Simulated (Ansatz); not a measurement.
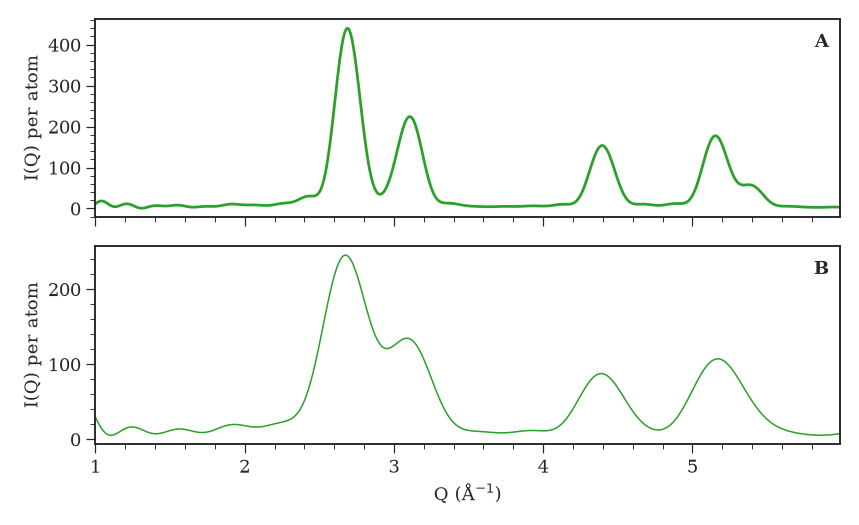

X-ray scattering of spheres cut from the crystal structure of Al (Fm-3m, a = 4.040 Å, b = 4.040 Å, c = 4.040 Å, α = 90.00°, β = 90.00°, γ = 90.00°), calculated atom by atom with the Debye equation (B = 0.5 Å², no relaxation of the surface). Basis of the simulation: the input geometry of an electronic-structure calculation (not necessarily at equilibrium).

Question: The spheres are 20 and 36 Å across. Which curve is which?

Answer: curve A: 36 Å (1481 atoms); curve B: 20 Å (249 atoms). Peak widths go roughly as 2π/D, so the largest sphere has the sharpest peaks.

Question: Index the main peaks of the largest sphere.

Answer: Q ≈ 2.69 Å⁻¹: 111; Q ≈ 3.11 Å⁻¹: 200; Q ≈ 4.40 Å⁻¹: 220; Q ≈ 5.15 Å⁻¹: 311.
